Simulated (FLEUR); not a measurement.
# Magnetic state of GdO from several starts, part 3 of 3

A self-consistent run ends on one state, which hangs on the start. Several orders of GdO are started in FLEUR and their energies compared.

FLEUR MaX-R8.1; PBE with U = 6 eV on Gd f; all-electron FLAPW, Dirac cores, scalar-relativistic bands.

So far, largest spin moment in the muffin-tin sphere (μB): step 2 (run 1 (ferro +)) 7.32; step 3 (start 2: antiferro q=(0,0,1/2) +-) 7.17; step 4 (start 3: antiferro q=(0,1/2,1/2) +-) 7.05.

## 6. Spin–orbit coupling, moments along [001]

Level of this step: PBE with U = 6 eV on Gd f; all-electron FLAPW, Dirac cores, scalar-relativistic bands with spin-orbit coupling (FLEUR).

Spin–orbit coupling ties the spins to the lattice and lets orbital moments form.

A new self-consistent run of the start ferro +; the cell is turned so that this axis lies along z. Here n_mmp_mat seeds f states of whole m by Hund's three rules. The k list default-1 (kpts.xml, not shown) is a Γ-centred 8×8×8 mesh.

inp.xml

```
<?xml version="1.0" encoding="UTF-8" standalone="no"?>
<fleurInput fleurInputVersion="0.39">
   <comment>
      GdO
   </comment>
   <calculationSetup>
      <cutoffs Kmax="3.85" Gmax="11.6" GmaxXC="11.6" numbands="64"/>
      <scfLoop itmax="130" minDistance="0.0001" maxIterBroyd="15" imix="Anderson" alpha="0.05" precondParam="0.0" spinf="2.0" sdNocoIR="T"/>
      <coreElectrons ctail="T" frcor="F" kcrel="0" coretail_lmax="0"/>
      <xcFunctional name="pbe" relativisticCorrections="F"/>
      <magnetism jspins="2"/>
      <soc l_soc="T" theta="0.0" phi="0.0" spav="F"/>
      <expertModes spex="0" secvar="F"/>
      <geometryOptimization l_f="F" forcealpha="1.0" forcemix="BFGS" epsdisp="0.00001" epsforce="0.00001"/>
      <ldaU l_linMix="F" mixParam="0.05" spinf="1.0"/>
   </calculationSetup>
   <cell>
      <bzIntegration valenceElectrons="24.0" mode="hist" fermiSmearingEnergy="0.00110248">
         <kPointListSelection listName="default-1"/>
         <xi:include xmlns:xi="http://www.w3.org/2001/XInclude" href="kpts.xml"> </xi:include>
      </bzIntegration>
      <xi:include xmlns:xi="http://www.w3.org/2001/XInclude" href="sym.xml"> </xi:include>
      <bulkLattice scale="1.0">
         <bravaisMatrix>
            <row-1>    0.0000000000000000    -5.1022605364200002     5.1022605364200002</row-1>
            <row-2>    5.1022605364200002    -5.1022605364200002     0.0000000000000000</row-2>
            <row-3>    5.1022605364200002     0.0000000000000000     5.1022605364200002</row-3>
         </bravaisMatrix>
      </bulkLattice>
   </cell>
   <atomSpecies>
      <species name="Gadolinium7.000" element="Gd" atomicNumber="64">
         <mtSphere radius="2.75" gridPoints="909" logIncrement="0.015"/>
         <atomicCutoffs lmax="10" lnonsphr="8"/>
         <electronConfig flipSpins="F">
            <coreConfig>(1s1/2) (2s1/2) (2p1/2) (2p3/2) (3s1/2) (3p1/2) (3p3/2) (4s1/2) (3d3/2) (3d5/2) (4p1/2) (4p3/2) (4d3/2) (4d5/2)</coreConfig>
            <valenceConfig>(5s1/2) (5p1/2) (5p3/2) (6s1/2) (4f5/2) (4f7/2) (5d3/2) (5d5/2)</valenceConfig>
            <stateOccupation state="(4f5/2)" spinUp="2.5" spinDown="0.5"/>
            <stateOccupation state="(4f7/2)" spinUp="4.0" spinDown="0.0"/>
            <stateOccupation state="(5d3/2)" spinUp="0.4" spinDown="0.0"/>
            <stateOccupation state="(5d5/2)" spinUp="0.6" spinDown="0.0"/>
         </electronConfig>
         <energyParameters s="6" p="6" d="5" f="4"/>
         <ldaU l="3" U="6.0" J="0.0" l_amf="F"/>
         <lo type="SCLO" l="0" n="5" eDeriv="0"/>
         <lo type="SCLO" l="1" n="5" eDeriv="0"/>
      </species>
      <species name="Oxygen (O)" element="O" atomicNumber="8">
         <mtSphere radius="1.56" gridPoints="517" logIncrement="0.021"/>
         <atomicCutoffs lmax="6" lnonsphr="4"/>
         <electronConfig flipSpins="F">
            <coreConfig>(1s1/2)</coreConfig>
            <valenceConfig>(2s1/2) (2p1/2) (2p3/2)</valenceConfig>
            <stateOccupation state="(2p1/2)" spinUp="0.666667" spinDown="0.666667"/>
            <stateOccupation state="(2p3/2)" spinUp="1.333333" spinDown="1.333333"/>
         </electronConfig>
         <energyParameters s="2" p="2" d="3" f="4"/>
      </species>
   </atomSpecies>
   <atomGroups>
      <atomGroup species="Gadolinium7.000">
         <relPos label="                   1">.0000000000 .0000000000 .0000000000</relPos>
         <force calculate="T" relaxXYZ="TTT"/>
      </atomGroup>
      <atomGroup species="Oxygen (O)">
         <relPos label="                   2">1.000/4.000 1.000/4.000 1.000/4.000</relPos>
         <force calculate="T" relaxXYZ="TTT"/>
      </atomGroup>
   </atomGroups>
   <output dos="F" band="F" slice="F">
      <bandDOS minEnergy="-.5*Htr" maxEnergy="0.5*Htr" sigma="0.015" storeEVData="T"/>
      <plotting iplot="0" polar="F">
         <plot TwoD="T" vec1="  1.0  0.0  0.0" vec2="  0.0  1.0  0.0" vec3="  0.0  0.0  1.0" zero="  0.0  0.0  0.0" file="plot"/>
      </plotting>
      <moessbauerParams electricFieldGradient="F" isomerShift="F" coreHyperfine="F" valenceHyperfine="F"/>
   </output>
</fleurInput>
```

crystal.txt

```
GdO
&input film=F cartesian=F /
0.00000000000  -2.70000000000  2.70000000000
2.70000000000  -2.70000000000  0.00000000000
2.70000000000  0.00000000000  2.70000000000
1.8897261246
1.0 1.0 1.0

2
64 0.00000000000  0.00000000000  0.00000000000 : 7.000
8 0.25000000000  0.25000000000  0.25000000000

&soc 0.0000000 0.0000000 /
&kpt div1=8 div2=8 div3=8 gamma=T /
```

Command:

```bash
OMP_NUM_THREADS=1 inpgen -f crystal.txt > inpgen.log  # inp.xml is then edited as shown
OMP_NUM_THREADS=1 mpirun -n 4 fleur_MPI > fleur.log
```

The log of the run:

```text
[banner, memory and clock lines left out]
Welcome to FLEUR        (www.flapw.de)
      MaX-Release 8.1          (www.max-centre.eu)

 ========== k-point set info ==========
 Selected k-point list: default-1
 k-point list type: mesh
 0 x 0 x 0
 Number of k points: 136

 [... set-up left out ...]
 Iteration:     1   Distance:      25.46402569 me/bohr^3
 Iteration:     2   Distance:      24.36133347 me/bohr^3
 Iteration:     3   Distance:      17.04114860 me/bohr^3
 Iteration:     4   Distance:      15.01621769 me/bohr^3
 Iteration:     5   Distance:       2.42480789 me/bohr^3
 Iteration:     6   Distance:       1.59178022 me/bohr^3
 Iteration:     7   Distance:       0.97430291 me/bohr^3
 Iteration:     8   Distance:       0.35518989 me/bohr^3
 Iteration:     9   Distance:       0.23904070 me/bohr^3
 Iteration:    10   Distance:       0.09016492 me/bohr^3
 Iteration:    11   Distance:       0.01960384 me/bohr^3
 Iteration:    12   Distance:       0.01371956 me/bohr^3
 Iteration:    13   Distance:       0.00910104 me/bohr^3
 Iteration:    14   Distance:       0.00218040 me/bohr^3
 Iteration:    15   Distance:       0.00204601 me/bohr^3
 Iteration:    16   Distance:       0.00196508 me/bohr^3
 Iteration:    17   Distance:       0.00095700 me/bohr^3
 Iteration:    18   Distance:       0.00022980 me/bohr^3
 Iteration:    19   Distance:       0.00016659 me/bohr^3
 Iteration:    20   Distance:       0.00004532 me/bohr^3

 ********************************************************************
 Run finished successfully
 Stop message:
   all done
 ********************************************************************

--- out.xml (last complete iteration) ---
<iteration numberForCurrentRun="   20" overallNumber="   20">
         [... left out ...]
         <bandgap value="0.0000000000" units="eV"/>
         <sumValenceSingleParticleEnergies value="-5.0000727152" units="Htr"/>
         <FermiEnergy value="0.3294902229" units="Htr"/>
         [... left out ...]
         <magneticMomentsInMTSpheres units="muBohr">
            <globalMagMoment atomType="1" vec="0.00000   0.00000   7.31197"/>
            <globalMagMoment atomType="2" vec="0.00000   0.00000   0.01407"/>
         </magneticMomentsInMTSpheres>
         <orbitalMomentsInMTSpheres units="muBohr">
            <globalMagMoment atomType="1" vec="0.00000   0.00000  -0.01466"/>
            <globalMagMoment atomType="2" vec="0.00000   0.00000  -0.00054"/>
         </orbitalMomentsInMTSpheres>
         [... left out ...]
         <totalEnergy value="   -11355.9329459515" units="Htr">
            <sumOfEigenvalues value="    -6981.5819427063">
               <coreElectrons value="-6976.5818699912"/>
               <valenceElectrons value="-5.0000727152"/>
            </sumOfEigenvalues>
         [... left out ...]
            <freeEnergy value="-11355.9330213516"/>
            <extrapolationTo0K value="-11355.9329836516"/>
         </totalEnergy>
         [... left out ...]
         <ldaUDensityMatrixConvergence>
            <distance spin="1" distance="0.000000"/>
            <distance spin="2" distance="0.000000"/>
         </ldaUDensityMatrixConvergence>
         <densityConvergence units="me/bohr^3">
            <chargeDensity spin="1" distance="0.0000301798"/>
            <chargeDensity spin="2" distance="0.0000195174"/>
            <overallChargeDensity distance="0.0000453232"/>
            <spinDensity distance="0.0000230068"/>
         </densityConvergence>
      </iteration>
```

It took 87 s on 4 MPI ranks of Intel Xeon Platinum 8375C at 2.90GHz (Ice Lake), shared host; peak memory 0.47 GiB; 5.8 min of CPU time.

Spin moment in the muffin-tin sphere by atom:

```
atom  spin moment in the muffin-tin sphere (μB)
 Gd1                                       7.31
  O2                                       0.01
```

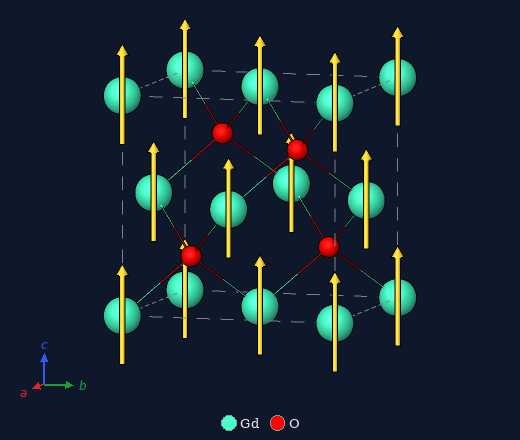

Spin moment in the muffin-tin sphere as arrows, the longest 7.31 μB. Up and down stand for the sign. Arrows give size and sign along the axis of quantisation, drawn up and down the page. Bonds to atoms that aren't drawn are left out. Some periodic images of atoms are drawn too.

This step gave:

```yaml
free_energy: -309010.6796 eV
program_s_band_gap_on_this_mesh_in_a_metal_only_a_level_spacing: 0 eV
magnetization: 7.929 μB
final_state: ferromagnetic
orbital_moment_along_the_spin: -0.01466 μB
```

Orbital moment in the sphere, along the spin axis by atom:

```
atom  orbital moment in the sphere, along the spin axis (μB)
 Gd1                                                 -0.0147
  O2                                                 -0.0005
```

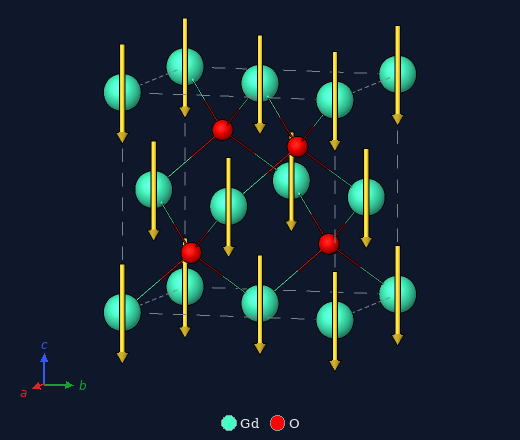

Orbital moment in the sphere, along the spin axis as arrows, the longest 0.0147 μB. Up and down stand for the sign. Arrows give size and sign along the axis of quantisation, drawn up and down the page. Bonds to atoms that aren't drawn are left out. Some periodic images of atoms are drawn too.

## 7. Outcome

```json
{
 "lowest state found": "ferromagnetic (typed ferro +)",
 "largest site spin moment": "7.32 μB",
 "next finished state": "antiferromagnetic, 33.8 meV a seeded atom higher",
 "orbital moment on the atom of largest spin, along its spin (spin–orbit run)": "-0.0147 μB",
 "spin plus orbital moment": "Gd 7.30 μB"
}
```

The lowest state found is ferromagnetic, reached from the start ferro +, with moments up to 7.32 μB. The next finished state costs 34 meV a seeded atom. The shell is near half filling, where Hund's rules give no orbital moment. Only 3 starts were tried; other patterns of signs, canted and longer-period orders were not. The f shell is half filled, so the spin-only picture is fair.

[Logs and program files are shortened in this print: banners, set-up blocks, solver, clock and traceback lines can be left out without a mark of their own.]

[Logs are printed without paths, hosts, clocks, repeated set-up lines and the standing remarks that a program may print on its own settings, such as how far it seeks lower states.]

[Hosts, paths, dates, database ids (printed as entryN), source tags and the programs' standing remarks are cut or masked in the printed files.]

[Where a cell is said to come from a database of computed structures, the database is the Materials Project.]
